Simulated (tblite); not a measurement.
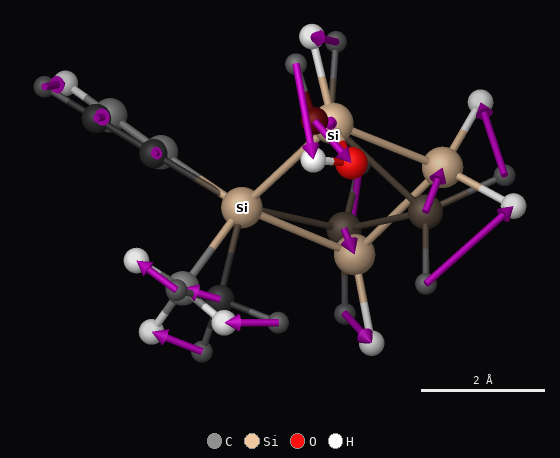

This is a relaxation of C3H10OSi4. The starting structure is drawn faded, the final one solid; purple arrows show the displacements, at their true length. The two geometries are superimposed by the best rigid fit.

A ball-and-stick model, seen at a tilt.

These are results of GFN2-xTB geometry optimisation, gas phase (tblite), not measurements. 

Question: Which element moves most?

Answer: Hydrogen: up to 2.02 Å, against 0.92 Å for oxygen.

Question: What did the optimiser do to the structure, and how much energy did it gain?

Answer: The atom that moves furthest after the best rigid fit is an H atom (2.02 Å). Largest moves by element: H 2.02 Å, O 0.92 Å, Si 0.87 Å, C 0.64 Å. Some distances before and after: Si–Si 3.011 → 3.342 Å, Si–Si 2.230 → 2.381 Å, Si–Si 2.247 → 2.377 Å, Si–Si 2.249 → 2.358 Å. Bond angles that change, for instance: Si–O–H 105.5° → 122.4°, H–Si–H 116.4° → 102.5°, H–Si–H 116.3° → 102.8°. Groups turn about Si–Si by about 45°, Si–Si by about 40°, Si–Si by about 35°. The energy falls by 128.6 kJ/mol in 135 geometry steps.
